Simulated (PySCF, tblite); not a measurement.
**C3H11NOSi4: geometry, infrared bands and NMR shifts**

Wanted: the infrared bands and NMR shifts of C3H11NOSi4 (`CCO[Si@@H]1[SiH2][SiH2][Si@@H]1C#N`), by calculation.

Computed with tblite 0.8.0 and PySCF 2.14.0, with density-fitted response routines of our own, on a single molecule in the gas phase. Atoms count from 0, in the outputs and in this text.

### 1 The molecule as given

20 atoms, charge 0, multiplicity 1; geometry from: force field or distance geometry start.

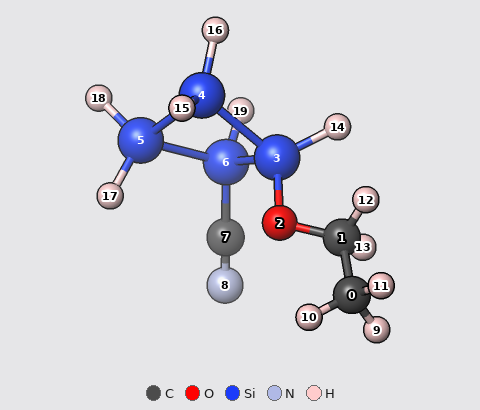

The starting geometry (carbon dark grey, oxygen red, silicon blue, nitrogen light blue, hydrogen pink), atoms numbered.

### 2 Optimising the geometry with GFN2-xTB

What the job is given:

```
{"job": {"kind": "relax", "xc": "GFN2-xTB", "basis": "xTB"}, "charge": 0, "multiplicity": 1}
C      3.403000    -0.065500     0.496700
C      2.175700    -0.258700    -0.376300
O      1.027200     0.326300     0.157300
Si    -0.244100     0.015800    -0.947200
Si    -1.576300     1.817100    -1.089500
Si    -2.837800     0.847500     0.492400
Si    -2.003000    -1.089400    -0.203700
C     -1.661500    -2.276600     1.127700
N     -1.446000    -3.029500     1.982800
H      3.785500    -1.066500     0.798300
H      3.205200     0.478500     1.433800
H      4.224100     0.442400    -0.044900
H      2.391600     0.169300    -1.351700
H      2.027800    -1.355100    -0.465600
H      0.251100    -0.450600    -2.255700
H     -0.960900     3.061700    -0.622100
H     -2.242400     1.888300    -2.403000
H     -2.398600     1.193100     1.853500
H     -4.279100     0.992400     0.289100
H     -2.846800    -1.629900    -1.284800
```

On the command line:

```
$ OMP_NUM_THREADS=1 python probes_run.py task.json out
```

The driver reads the jobs from task.json and runs them one after another.

Standard output:

```text
step      E/eV     max force
  0    -702.49155    2.838
  1    -702.73621    5.623
  2    -702.72081    5.376
  3    -702.95480    1.597
  4    -703.02738    0.760
  5    -703.16611    1.694
  6    -703.27875    1.301
  7    -703.34864    0.609
  8    -703.41063    0.601
  9    -703.46492    0.494
 10    -703.49885    0.517
 11    -703.53299    0.518
 12    -703.56585    0.330
 13    -703.59016    0.375
 14    -703.61242    0.336
 15    -703.63088    0.282
 16    -703.64550    0.265
 17    -703.65870    0.285
 18    -703.66989    0.235
 19    -703.68024    0.305
 20    -703.69009    0.380
 21    -703.69908    0.342
 22    -703.70791    0.227
 23    -703.71663    0.206
 24    -703.72376    0.167
 25    -703.72904    0.147
 26    -703.73384    0.206
 27    -703.73957    0.209
 28    -703.74714    0.258
 29    -703.75589    0.266
 30    -703.76396    0.215
 31    -703.77034    0.170
 32    -703.77544    0.141
 33    -703.78039    0.182
 34    -703.78556    0.185
 35    -703.79054    0.149
 36    -703.79559    0.147
 37    -703.80094    0.169
 38    -703.80658    0.243
 39    -703.81304    0.251
 40    -703.81969    0.276
 41    -703.82668    0.343
 42    -703.83496    0.463
 43    -703.84612    0.370
 44    -703.85553    0.193
 45    -703.86271    0.196
 46    -703.86747    0.164
 47    -703.87234    0.420
 48    -703.87670    0.355
 49    -703.88579    0.176
 50    -703.88958    0.265
 51    -703.89792    0.445
 52    -703.90361    0.387
 53    -703.90999    0.136
 54    -703.91394    0.159
 55    -703.91780    0.236
 56    -703.92220    0.230
 57    -703.92760    0.173
 58    -703.93279    0.191
 59    -703.93644    0.219
 60    -703.94113    0.178
 61    -703.94709    0.148
 62    -703.95496    0.166
 63    -703.95967    0.152
 64    -703.96242    0.106
 65    -703.96431    0.091
 66    -703.96641    0.127
 67    -703.96875    0.111
 68    -703.97105    0.119
 69    -703.97279    0.118
 70    -703.97443    0.083
 71    -703.97631    0.114
 72    -703.97856    0.129
 73    -703.98062    0.125
 74    -703.98232    0.124
 75    -703.98376    0.082
 76    -703.98543    0.086
 77    -703.98707    0.106
 78    -703.98839    0.097
 79    -703.98913    0.121
 80    -703.98972    0.056
 81    -703.99026    0.069
 82    -703.99122    0.086
 83    -703.99194    0.103
 84    -703.99296    0.071
 85    -703.99373    0.071
 86    -703.99442    0.073
 87    -703.99497    0.071
 88    -703.99548    0.108
 89    -703.99591    0.049
 90    -703.99628    0.057
 91    -703.99662    0.050
 92    -703.99697    0.054
 93    -703.99730    0.038
 94    -703.99756    0.034
 95    -703.99777    0.036
 96    -703.99798    0.035
 97    -703.99822    0.034
 98    -703.99849    0.043
 99    -703.99883    0.047
100    -703.99924    0.046
101    -703.99974    0.077
102    -704.00018    0.046
103    -704.00051    0.061
104    -704.00073    0.033
105    -704.00097    0.046
106    -704.00130    0.050
107    -704.00173    0.051
108    -704.00211    0.050
109    -704.00235    0.049
110    -704.00250    0.031
111    -704.00267    0.031
112    -704.00295    0.039
113    -704.00328    0.066
114    -704.00354    0.085
115    -704.00373    0.075
116    -704.00391    0.044
117    -704.00407    0.032
118    -704.00421    0.041
119    -704.00432    0.046
120    -704.00442    0.039
121    -704.00457    0.031
122    -704.00476    0.031
123    -704.00495    0.032
124    -704.00509    0.027
125    -704.00518    0.028
126    -704.00525    0.018
127    -704.00529    0.017
128    -704.00533    0.018
129    -704.00536    0.017
130    -704.00541    0.016
131    -704.00545    0.015
132    -704.00549    0.018
133    -704.00553    0.014
134    -704.00557    0.014
135    -704.00560    0.015
136    -704.00563    0.011
137    -704.00566    0.012
138    -704.00570    0.015
139    -704.00574    0.014
140    -704.00577    0.011
141    -704.00579    0.010
142    -704.00582    0.013
143    -704.00585    0.016
144    -704.00590    0.018
145    -704.00597    0.020
146    -704.00602    0.021
147    -704.00606    0.016
148    -704.00608    0.009
```

Run time: 1.7 s. Hardware: 1 thread of Arm Neoverse V2, shared host.

The steps of the relaxation: (not every step is listed) (the energy doesn't fall at every step)

```tsv
step	energy from step 0 (eV)	largest force (eV/Å)
0	0.0000	2.8384
1	-0.2447	5.6233
2	-0.2293	5.3765
3	-0.4633	1.5972
4	-0.5358	0.7596
5	-0.6746	1.6941
6	-0.7872	1.3011
7	-0.8571	0.6087
8	-0.9191	0.6011
21	-1.2075	0.3417
34	-1.2940	0.1851
47	-1.3808	0.4196
60	-1.4496	0.1785
73	-1.4891	0.1249
86	-1.5029	0.0733
99	-1.5073	0.0468
112	-1.5114	0.0389
125	-1.5136	0.0276
138	-1.5142	0.0147
143	-1.5143	0.0162
144	-1.5144	0.0182
145	-1.5144	0.0201
146	-1.5145	0.0213
147	-1.5145	0.0161
148	-1.5145	0.0094
```

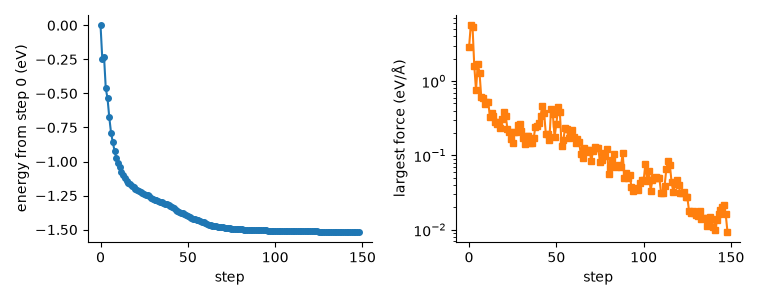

Energy and largest force along the relaxation.

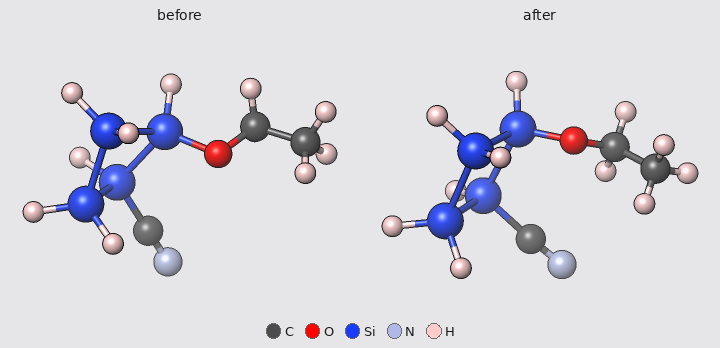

The geometry before (left) and after (right).

Close pairs (by a distance rule), those that changed most:

```tsv
bond	before (Å)	after (Å)	change (Å)
Si3–Si6	2.206	2.377	+0.171
Si5–Si6	2.221	2.373	+0.152
Si4–Si5	2.244	2.366	+0.123
Si3–Si4	2.245	2.342	+0.097
O2–Si3	1.712	1.625	-0.088
Si6–C7	1.816	1.865	+0.049
C0–H9	1.113	1.086	-0.027
C0–H11	1.107	1.087	-0.020
```

The next job starts from the end point, and lists it.

### 3 Infrared spectrum with GFN2-xTB

What the job is given:

```
{"job": {"kind": "ir", "xc": "GFN2-xTB", "basis": "xTB"}, "charge": 0, "multiplicity": 1}
C      3.043242    -0.098806     0.637218
C      2.081850    -0.662681    -0.395201
O      1.128816     0.305990    -0.725360
Si    -0.273666     0.155228    -1.531211
Si    -1.404080     2.114190    -0.921868
Si    -2.865477     0.867106     0.459488
Si    -1.833168    -1.135772    -0.285216
C     -0.989920    -2.059833     1.098277
N     -0.405816    -2.566398     1.948375
H      3.796746    -0.841079     0.884087
H      2.498229     0.167136     1.539358
H      3.530707     0.791403     0.246668
H      2.622800    -0.958074    -1.302693
H      1.575346    -1.549649     0.004377
H      0.017954    -0.306763    -2.904182
H     -0.699490     3.250369    -0.316619
H     -2.099650     2.715912    -2.071257
H     -2.801415     1.116117     1.905738
H     -4.305788     0.947495     0.174215
H     -2.622366    -2.241212    -0.856927
```

Standard output:

```text
mode    cm-1     km/mol
  1      -4.4      0.57
  2      28.5      2.01
  3      68.6      4.65
  4      74.4      2.84
  5      81.3      0.53
  6      96.9      3.79
  7     143.1      4.23
  8     198.8      4.08
  9     234.2      6.80
 10     239.3      0.33
 11     278.6     13.83
 12     289.1     17.46
 13     298.5      5.22
 14     331.9      1.29
 15     343.8      3.40
 16     366.4      2.42
 17     373.7      5.79
 18     386.8      6.80
 19     399.0      0.75
 20     417.0     18.41
 21     436.9      4.58
 22     477.6      5.18
 23     530.1    103.89
 24     588.0    558.55
 25     607.1    325.69
 26     624.7      8.24
 27     652.2     21.09
 28     679.7     99.98
 29     764.6     59.66
 30     816.7    247.62
 31     830.5      1.20
 32     839.1    220.61
 33     998.1     51.49
 34    1097.8     16.25
 35    1137.2    205.45
 36    1147.2     28.92
 37    1271.0      3.06
 38    1350.3     11.50
 39    1401.3     13.93
 40    1476.8      4.12
 41    1489.6      2.14
 42    1492.2      1.40
 43    2076.7    340.98
 44    2141.4    225.31
 45    2152.5    118.51
 46    2170.4    520.85
 47    2189.7    301.38
 48    2195.9    396.67
 49    2304.1    180.31
 50    2897.3     49.43
 51    2922.7     38.18
 52    3039.0     21.18
 53    3045.6     16.09
 54    3049.2     29.99
```

Run time: 1.2 s. Hardware: 1 thread of Arm Neoverse V2, shared host.

The strongest bands and the atoms that carry them (share of the mass-weighted mode):

```tsv
cm⁻¹	km/mol	atoms
588	558.5	H14 29 %, H18 22 %, H17 18 %
607	325.7	H16 40 %, H15 24 %
817	247.6	H16 29 %, H15 28 %, H18 20 %, H17 19 %
2077	341.0	H14 96 %
2141	225.3	H19 92 %
2170	520.9	H18 75 %, H16 15 %
2190	301.4	H17 84 %
2196	396.7	H15 90 %
```

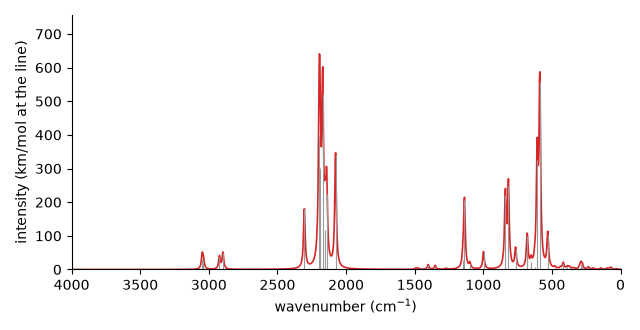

The infrared spectrum from these modes, unscaled. Lines are broadened to a width of 14 cm⁻¹ (Lorentzian).

### 4 Nuclear shieldings: PBE0/pcSseg-1

Same as in step 3 but for these lines:

```diff
@@ -1,2 +1,2 @@
-{"job": {"kind": "ir", "xc": "GFN2-xTB", "basis": "xTB"}, "charge": 0, "multiplicity": 1}
+{"job": {"kind": "nmr", "xc": "PBE0", "basis": "pcSseg-1"}, "charge": 0, "multiplicity": 1}
 C      3.043242    -0.098806     0.637218
```

With the program's defaults for keys left out, this is: GIAO PBE0/pcSseg-1 NMR shielding, non-relativistic, gas phase.

Standard output:

```text
coarse grid: 18728 points
cycle   1  E = -1407.8713519405  dE =  7.961e-01  |g| = 7.610e-01  |ddm| = 4.177e+00
cycle   2  E = -1407.5309416358  dE =  3.404e-01  |g| = 1.476e+00  |ddm| = 2.296e+00
cycle   3  E = -1407.9850986916  dE = -4.542e-01  |g| = 1.705e-01  |ddm| = 1.765e+00
cycle   4  E = -1407.9891560003  dE = -4.057e-03  |g| = 1.103e-01  |ddm| = 1.750e-01
cycle   5  E = -1407.9914646239  dE = -2.309e-03  |g| = 3.821e-02  |ddm| = 9.144e-02
cycle   6  E = -1407.9917754850  dE = -3.109e-04  |g| = 4.742e-03  |ddm| = 3.448e-02
cycle   7  E = -1407.9917810181  dE = -5.533e-06  |g| = 9.471e-04  |ddm| = 6.290e-03
final grid: 162624 points
cycle   8  E = -1408.0515388500  dE = -2.279e-05  |g| = 1.012e-02  |ddm| = 2.403e-02
cycle   9  E = -1408.0515194915  dE =  1.936e-05  |g| = 1.445e-02  |ddm| = 1.706e-02
cycle  10  E = -1408.0515575930  dE = -3.810e-05  |g| = 1.990e-03  |ddm| = 1.156e-02
cycle  11  E = -1408.0515583978  dE = -8.048e-07  |g| = 5.590e-04  |ddm| = 1.936e-03
cycle  12  E = -1408.0515584500  dE = -5.218e-08  |g| = 2.536e-04  |ddm| = 4.949e-04
cycle  13  E = -1408.0515584640  dE = -1.396e-08  |g| = 2.717e-05  |ddm| = 2.099e-04
cycle  14  E = -1408.0515584641  dE = -1.437e-10  |g| = 8.529e-06  |ddm| = 4.107e-05
converged SCF energy = -1408.0515584641

GIAO shielding tensors (ppm)
atom      isotropic    diamagn.    paramagn.     s11        s22        s33       span
  0 C      166.302     247.818     -81.516    148.348    165.067    185.492     37.145
  1 C      122.770     245.325    -122.554     90.185    109.782    168.345     78.160
  2 O      315.339     403.678     -88.340    266.687    327.410    351.920     85.233
  3 Si     335.941     881.286    -545.345    269.426    338.772    399.626    130.200
  4 Si     436.555     881.611    -445.056    371.446    438.122    500.096    128.651
  5 Si     442.823     881.409    -438.586    404.175    425.488    498.806     94.631
  6 Si     435.847     881.871    -446.023    388.059    413.398    506.085    118.025
  7 C       62.865     266.342    -203.477    -53.424    -47.598    289.618    343.042
  8 N     -108.946     338.615    -447.561   -302.515   -297.479    273.155    575.669
  9 H       30.662      28.058       2.604     26.679     27.458     37.849     11.170
 10 H       30.052      32.342      -2.290     26.042     29.477     34.637      8.595
 11 H       30.203      29.402       0.801     26.573     28.273     35.762      9.189
 12 H       27.894      29.684      -1.790     23.072     27.498     33.113     10.041
 13 H       27.337      34.036      -6.699     22.031     28.803     31.176      9.145
 14 H       25.205      29.497      -4.293     22.338     23.546     29.730      7.392
 15 H       27.338      29.970      -2.632     23.846     25.008     33.159      9.313
 16 H       27.652      29.458      -1.806     24.363     25.490     33.103      8.741
 17 H       27.266      29.573      -2.307     24.032     25.013     32.754      8.722
 18 H       27.534      29.068      -1.534     24.098     25.085     33.419      9.321
 19 H       26.999      28.832      -1.834     23.686     25.060     32.250      8.564
```

It took 52 s on 1 thread of Arm Neoverse V2, shared host; peak memory 1.1 GiB.

Shifts follow as δ = σ(reference) − σ, with reference shieldings (ppm) from runs at the same level and on the same kind of geometry: ¹H TMS 31.72, ¹³C TMS 186.9, ²⁹Si TMS 349.2, ¹⁵N NH3 267.7, ¹⁷O H2O 336.1. The references are single molecules in the gas phase, so shifts against H2O, NH3, PH3, H3PO4 or CFCl3 are not on the usual liquid scales and can be off by tens of ppm. Atoms listed in one row are averaged.

```tsv
atoms	environment	σ (ppm)	δ (ppm)	δ scaled to CDCl3
C7	nitrile carbon	62.9	124.1	119.2
C1	sp3 CH2 bonded to O	122.8	64.2	60.7
C0	methyl carbon	166.3	20.6	18.2
H14	hydrogen on a silicon bonded to O, 2 Si, in a 4-membered ring	25.20	6.51	–
H19	hydrogen on a silicon bonded to C, 2 Si, in a 4-membered ring	27.00	4.72	–
H17	hydrogen on a silicon bonded to 2 Si, in a 4-membered ring	27.27	4.45	–
H13	hydrogen on an sp3 CH2 bonded to O	27.34	4.38	4.24
H15	hydrogen on a silicon bonded to 2 Si, in a 4-membered ring	27.34	4.38	–
H18	hydrogen on a silicon bonded to 2 Si, in a 4-membered ring	27.53	4.18	–
H16	hydrogen on a silicon bonded to 2 Si, in a 4-membered ring	27.65	4.06	–
H12	hydrogen on an sp3 CH2 bonded to O	27.89	3.82	3.71
H9, H10, H11	hydrogen on a methyl carbon	30.31	1.41	1.44
O2	oxygen bonded to C, Si	315.3	20.7	–
Si3	silicon bonded to O, 2 Si, H, in a 4-membered ring	335.9	13.2	–
Si6	silicon bonded to C, 2 Si, H, in a 4-membered ring	435.8	-86.7	–
Si4	silicon bonded to 2 Si, 2 H, in a 4-membered ring	436.6	-87.4	–
Si5	silicon bonded to 2 Si, 2 H, in a 4-membered ring	442.8	-93.7	–
N8	nitrile nitrogen	-108.9	376.7	–
```

The scaled column applies a straight-line fit of computed shieldings to shifts measured in CDCl3 (root-mean-square error 0.16 ppm for H, 1.9 ppm for C).

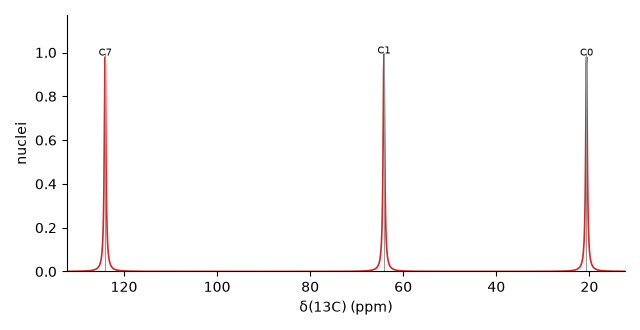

¹³C lines at the computed shifts, without couplings. Lines are broadened to a width of 0.41 ppm (Lorentzian).

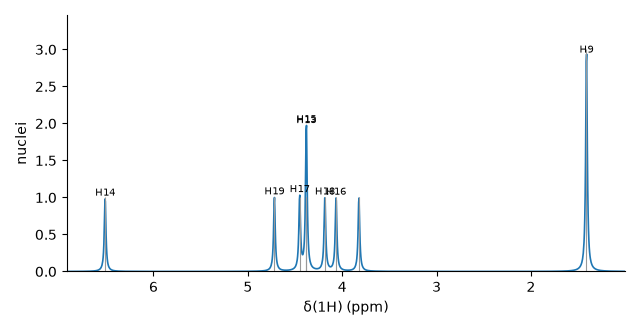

¹H lines at the computed shifts, without couplings. Lines are broadened to a width of 0.02 ppm (Lorentzian).

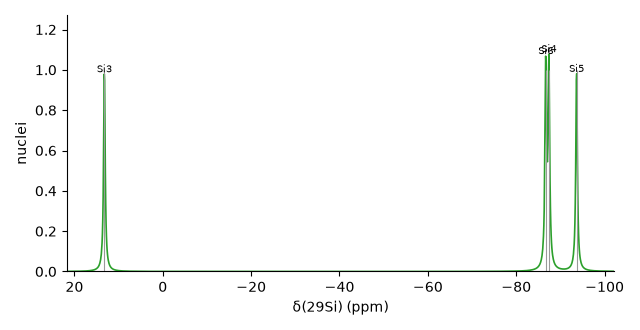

²⁹Si lines at the computed shifts, without couplings. Lines are broadened to a width of 0.43 ppm (Lorentzian).

Charges from the same density, by scheme (e):

```tsv
atoms	Mulliken	IAO	Hirshfeld	ESP fit
C0	-0.28	-0.42	-0.12	-0.44
C1	0.02	-0.04	0.01	0.46
O2	-0.64	-0.64	-0.22	-0.47
Si3	0.56	0.64	0.26	0.43
Si4	-0.01	0.15	0.15	0.07
Si5	0.11	0.17	0.16	0.19
Si6	0.10	0.24	0.19	-0.03
C7	-0.17	-0.13	-0.04	0.25
N8	-0.22	-0.21	-0.21	-0.41
```

Mulliken charges:

C0 -0.28; C1 0.02; O2 -0.64; Si3 0.56; Si4 -0.01; Si5 0.11; Si6 0.10; C7 -0.17; N8 -0.22; H9 0.11; H10 0.12; H11 0.12; H12 0.11; H13 0.13; H14 -0.05; H15 0.00; H16 -0.02; H17 0.00; H18 -0.01; H19 0.00

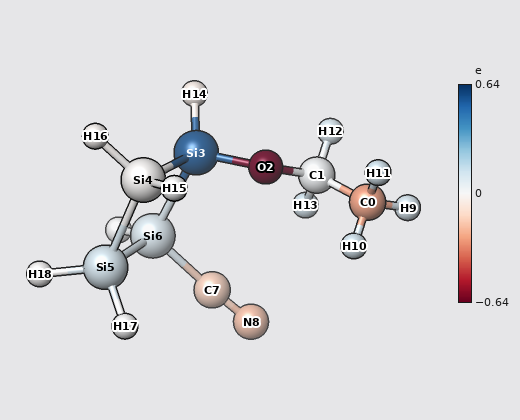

Mulliken charges, as colours on the atoms.

Mayer bond orders: C0–C1 1.07, C1–O2 0.86, O2–Si3 0.94, Si3–Si4 0.88, Si4–Si5 0.86, Si5–Si6 0.86, Si6–C7 0.80, C7–N8 2.91, Si6–Si3 0.82.

Ring of atoms Si3, Si4, Si5, Si6: NICS(0) 3.5, NICS(1) -0.2, NICS(1)zz 5.7 ppm (means of both faces).

### 5 Outcome

| quantity | value |
| --- | --- |
| strongest single infrared mode (GFN2-xTB) | 588 cm⁻¹, 559 km/mol |
| zero-point energy (GFN2-xTB) | 79.4 kcal/mol |
| ¹³C shifts against TMS (PBE0/pcSseg-1) | 124.1, 64.2, 20.6 ppm |
| ¹H shifts against TMS (PBE0/pcSseg-1, means over atoms taken as alike) | 6.51, 4.72, 4.45, 4.38, 4.38, 4.18, 4.06, 3.82, 1.41 ppm |
| ¹⁷O shifts against H2O (PBE0/pcSseg-1) | 20.7 ppm |
| ²⁹Si shifts against TMS (PBE0/pcSseg-1) | 13.2, -86.7, -87.4, -93.7 ppm |
| ¹⁵N shifts against NH3 (PBE0/pcSseg-1) | 376.7 ppm |

Relaxing lowered the energy by 1.515 eV in 148 steps; the close pair that moved most is Si3–Si6, from 2.206 to 2.377 Å. The lowest mode is slightly imaginary (4i cm⁻¹), a soft motion within the noise of the Hessian, so the minimum is not strictly shown. The strongest single mode, at 588 cm⁻¹, is spread over several atoms, H14, H18, H17 among them. GFN2-xTB is a fitted tight-binding method: band positions and strengths are rough. Its intensities can rank the bands wrongly. The most deshielded carbon is C7 (nitrile carbon), at 124.1 ppm: this is the usual window of a C≡N carbon, which has no attached hydrogen. At PBE0/pcSseg-1: The largest span, 576 ppm, is at N8, where the paramagnetic term is -448 ppm.
